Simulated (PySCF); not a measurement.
## Electronic structure of CH15NOSi5 in real space

Input file:

```
{"job": {"kind": "nmr", "xc": "PBE0", "basis": "pcSseg-1"}, "charge": 0, "multiplicity": 1}
N      0.183080     1.852005    -1.952864
Si     1.214207     0.541542    -1.489198
O      0.255617    -0.755980    -1.237831
Si    -1.163400    -1.519040    -1.168142
C     -2.498442    -0.367044    -0.462029
Si    -2.092467     0.415001     1.214915
Si     2.387072     0.710250     0.494042
Si     2.159778    -1.061308     1.968884
H     -0.643450     2.027493    -1.403058
H      0.605742     2.727337    -2.214935
H      1.946398     0.242871    -2.725574
H     -1.520544    -1.947250    -2.522542
H     -0.901723    -2.651914    -0.279495
H     -3.427063    -0.930652    -0.372855
H     -2.697077     0.424996    -1.186017
H     -1.928524    -0.611163     2.246315
H     -0.870666     1.228822     1.139217
H     -3.197763     1.302063     1.606373
H      3.815824     0.938873     0.188578
H      2.041764     1.975077     1.186477
H      2.581899    -0.758151     3.342683
H      0.776842    -1.538377     2.073363
H      2.968144    -2.218466     1.563772
```

Command:

```sh
OMP_NUM_THREADS=1 python probes_run.py task.json out
```

Geometry: GFN2-xTB.

Computed with PBE0/pcSseg-1, SCF density, gas phase, non-relativistic (PySCF).

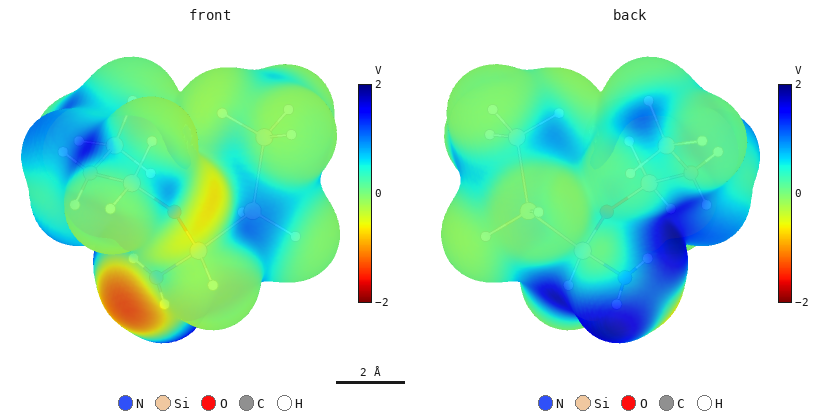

Figure 1. The electrostatic potential painted on the density surface at 0.002 e/bohr³, seen from the front and from behind; the colour scale runs from red (negative) to blue (positive).

### Describe the electrostatic potential map.

The most negative region (about −1.3 V) lies over N1, the most positive (about +1.8 V) over Si2, H9 and H10. N1 is the likeliest acceptor of a hydrogen bond.

### How polar is the molecule by this calculation?

Its dipole moment is 1.94 D.

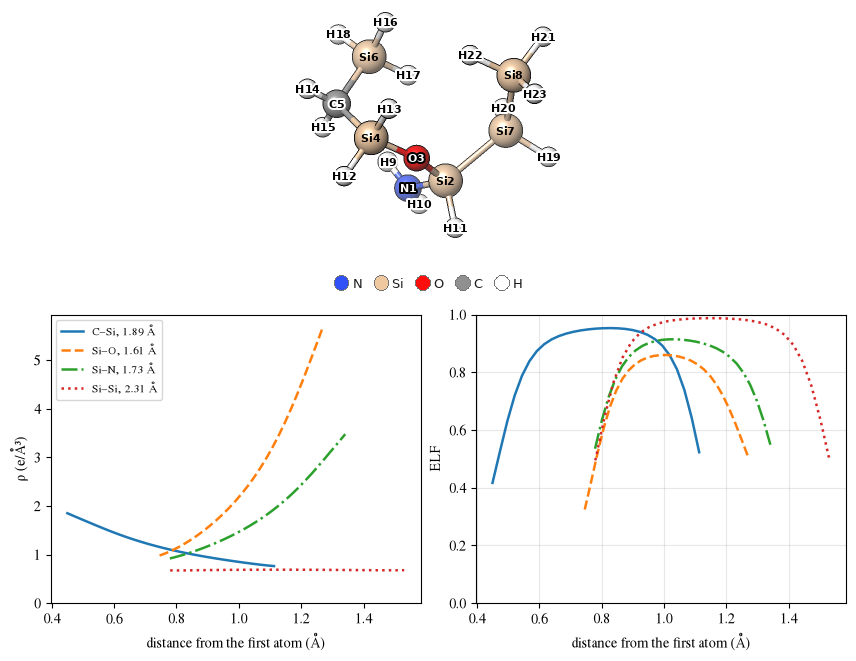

Figure 2. Electron density and electron localisation function along straight lines between neighbouring atoms. The curves leave out the atomic cores. The structure is drawn too.

### Compare the contacts.

C–Si (1.89 Å): ρ at the midpoint is about 0.9 e/Å³; the ELF peaks at about 0.95 between the atoms; localised, covalent bonding.
Si–O (1.61 Å): ρ at the midpoint is about 1.2 e/Å³; the ELF peaks at about 0.85 between the atoms: a short, strongly polar bond.
Si–N (1.73 Å): the density is about 1.1 e/Å³ at the midpoint; the ELF peaks at about 0.90 between the atoms (a shared but strongly polarised pair).
Si–Si (2.31 Å): ρ at the midpoint is about 0.69 e/Å³; the ELF peaks at about 1 between the atoms; a shared electron pair.
